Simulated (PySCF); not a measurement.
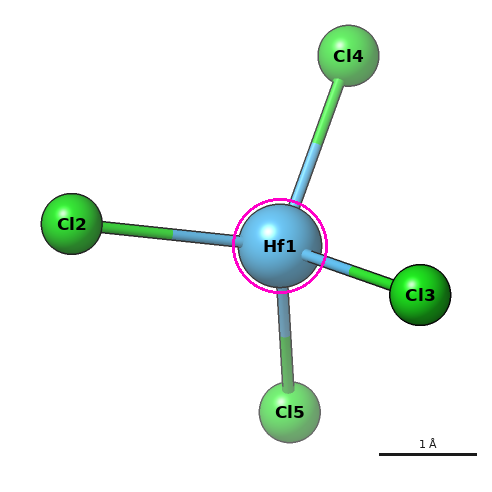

Orthographic view. Atoms fade into the background with distance from the viewer. Charge 0, singlet. The computed structure is the end point of a PBE0-D3(BJ)/def2-SVP optimisation. No frequency run is at hand to confirm it as a minimum.

### Which atoms are bonded to the circled atom?

The circled atom is Hf1; it is bonded to Cl2, Cl3, Cl4, Cl5.

### Which atom is nearest the viewer?

Cl3, 1.7 Å in front of the mean position.

### Which atom is farthest from the viewer?

Cl5, 1.6 Å behind the mean position.
